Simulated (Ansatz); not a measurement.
Cost and result by functional for the adsorption energy of F on the 1x1 (101) surface of anatase TiO2 (cut with top plane O), one in a 2x1 cell, started at the site 'over Ti at depth 0.9 Å', in Ansatz (plane waves, PAW). Single points on the PBE structure, on one kind of machine; costs are rough ratios of the slab run's core time (references not counted) to the cheapest single point. r2SCAN's cost holds its higher cutoff (500 against 420 eV). Differences are taken against r2SCAN for comparison alone: no measured value is at hand, so the table doesn't rank accuracy. The points keep PBE's geometry, so the relaxation of a polaron and the settling of charge on one site are left out.

Host crystal: anatase TiO2, with a band gap (PBE, scalar-relativistic without spin-orbit coupling).

Set-up: 37 atoms, 9.4 Å thick at the start under the adsorbate (thin: gaps and levels are the slab's own); mesh 3x4x1; 0.01 eV smearing; dipole correction on; 14 atoms held, the rest relaxed; no symmetry held; spin-polarised, ending with about 1.0 μB a cell, a value that depends on the mesh; orders that need a larger cell were not tried, no spin-orbit, no U, no dispersion correction. The slab shows no gap over 0.04 eV on its mesh. At the end it is bonded to Ti. In PBE it is, or lies within 0.03 eV of, the lowest of the starts that converged. These notes are the PBE run's. RPBE: The program's check for a lower electronic state was not made. r2SCAN: The program's check for a lower electronic state was not made. Adsorption energies are against ½ F2(g). A negative adsorption energy means that the adsorbate is more stable on the surface than in its reference.

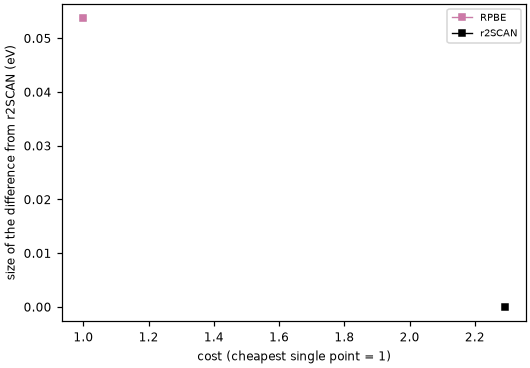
Fig. 1. Difference from r2SCAN against cost

| functional | relative cost | adsorption energy (eV) | less r2SCAN (eV) |
|---|---|---|---|
| RPBE | 1 | -0.71 | 0.05 |
| r2SCAN | 2 | -0.77 | 0.00 |
| PBE (the relaxed run's value) | – | -0.80 | -0.03 |

The values span 0.08 eV, while the single points' costs differ by a factor of roughly 2. Differences are of unrounded values.

Ansatz is a quantum-chemistry and plane-wave program.
